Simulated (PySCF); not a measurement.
# CH6GaN (SMILES [CH3][GaH][NH2]): B2PLYP/def2-SVP

What is the vertical ionisation energy of CH6GaN at B2PLYP/def2-SVP? Input form: a Python script.

The results are computed with PySCF 2.14.0.

### Step 1. Starting point

CH6GaN has 9 atoms, charge 0, and is taken as a singlet. SMILES: `[CH3][GaH][NH2]`. The shape is that of a PBE0-D4/def2-TZVP optimisation.

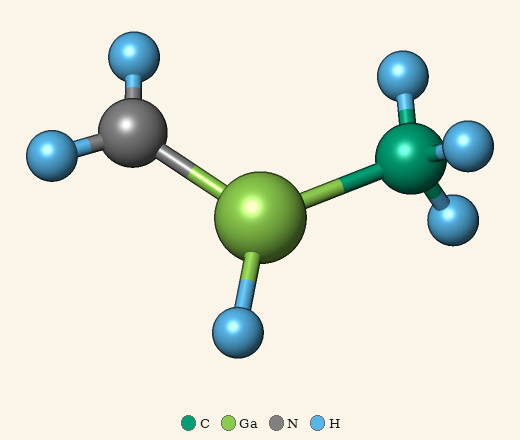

The structure, seen from a chosen angle (carbon teal, gallium green, nitrogen grey, hydrogen blue).

### Step 2. The energy at B2PLYP/def2-SVP

input.xyz reads:

```xyz
9
CH6GaN
C     -0.279100     0.944700    -1.124800
Ga     0.513400    -0.531900    -0.104400
N     -0.068200    -0.807600     1.596800
H     -0.756000     0.568300    -2.033100
H      0.493400     1.652200    -1.435600
H     -1.026300     1.483500    -0.540100
H      1.617900    -1.521300    -0.608700
H      0.276500    -1.536600     2.197700
H     -0.771600    -0.251300     2.052200
```

job.py reads:

```python
# [CH3][GaH][NH2]
from pyscf import gto, dft, mp

mol = gto.Mole()
mol.atom = 'input.xyz'
mol.basis = 'def2-svp'
mol.charge = 0
mol.spin = 0
mol.max_memory = 1860
mol.verbose = 3
mol.build()

myscf = dft.RKS(mol, xc='0.53*HF + 0.47*B88, 0.73*LYP')
myscf.conv_tol = 1e-10
myscf.grids.level = 4
myscf.kernel()
if not myscf.converged:
    myscf = myscf.newton().run(myscf.mo_coeff, myscf.mo_occ)

pt = mp.MP2(myscf, frozen=11).run()
energy = myscf.e_tot + 0.27 * pt.e_corr
print('PT2 part  %.8f' % (0.27 * pt.e_corr))
print('Final energy', energy)
```

Command:

```
$ OMP_NUM_THREADS=1 python job.py
```

Standard output:

```text
converged SCF energy = -2020.35786203735
E(RMP2) = -2021.02170795923  E_corr = -0.663845921876227
E(SCS-RMP2) = -2021.00189002396  E_corr = -0.644027986603016
PT2 part  -0.17923840
Final energy -2020.5371004362594
```

Wall time 12 s (1 thread of Intel Xeon Platinum 8488C (Sapphire Rapids), shared host); peak memory 0.45 GiB.

### Step 3. The doublet cation

calc.py reads:

```python
from pyscf import gto, dft, mp

mol = gto.M(
    atom=[
    ('C', (-0.279100, 0.944700, -1.124800)),
    ('Ga', (0.513400, -0.531900, -0.104400)),
    ('N', (-0.068200, -0.807600, 1.596800)),
    ('H', (-0.756000, 0.568300, -2.033100)),
    ('H', (0.493400, 1.652200, -1.435600)),
    ('H', (-1.026300, 1.483500, -0.540100)),
    ('H', (1.617900, -1.521300, -0.608700)),
    ('H', (0.276500, -1.536600, 2.197700)),
    ('H', (-0.771600, -0.251300, 2.052200)),
],
    basis='def2-svp',
    max_memory=1860,
    spin=1,
    verbose=3,
    charge=1,
)

calc0 = dft.UKS(mol)
calc0.xc = '0.53*HF + 0.47*B88, 0.73*LYP'
calc0.grids.level = 4
calc0.conv_tol = 1e-10
calc0.kernel()
if not calc0.converged:
    calc0 = calc0.newton().run(calc0.mo_coeff, calc0.mo_occ)

pt = mp.MP2(calc0, frozen=11).run()
e_final = calc0.e_tot + 0.27 * pt.e_corr
print('PT2 part  %.8f' % (0.27 * pt.e_corr))
print('Final energy', e_final)
```

Command:

```
$ OMP_NUM_THREADS=1 python calc.py
```

Standard output:

```text
WARN: HOMO -0.310833542032102 >= LUMO -0.3108335420321

converged SCF energy = -2020.03198337986  <S^2> = 0.75460668  2S+1 = 2.0046014
E(UMP2) = -2020.63011720799  E_corr = -0.598133828127013
E(SCS-UMP2) = -2020.61471667993  E_corr = -0.582733300074789
PT2 part  -0.16149613
Final energy -2020.1934795134532
```

It took 21 s on 1 thread of Intel Xeon Platinum 8488C (Sapphire Rapids), shared host; peak memory 0.47 GiB.

### Step 4. What came out

Level: B2PLYP/def2-SVP, 11 core orbitals frozen.

| quantity | value |
| --- | --- |
| singlet CH6GaN: total energy | -2020.53710 Eh |
| singlet CH6GaN: dipole moment (SCF part) | 0.90 D |
| singlet CH6GaN: HOMO energy (SCF part's orbitals) | -8.25 eV |
| singlet CH6GaN: LUMO energy (SCF part's orbitals) | 0.92 eV |
| singlet CH6GaN: HOMO–LUMO gap (SCF part's orbitals) | 9.17 eV |
| doublet cation: total energy | -2020.19348 Eh |
| doublet cation: HOMO energy (SCF part's orbitals) (highest over α and β) | -14.19 eV |
| doublet cation: LUMO energy (SCF part's orbitals) (lowest over α and β) | -9.72 eV |
| doublet cation: ⟨S²⟩ | 0.755 |
| vertical ionisation energy (to the doublet cation) | 9.350 eV |

In words: The vertical ionisation energy comes to 9.35 eV (216 kcal/mol). The negative HOMO energy of the first species, 8.25 eV, lies 1.10 eV below that difference. Mulliken charges (doublet cation) run from -0.28 on C1 to +0.60 on Ga2.
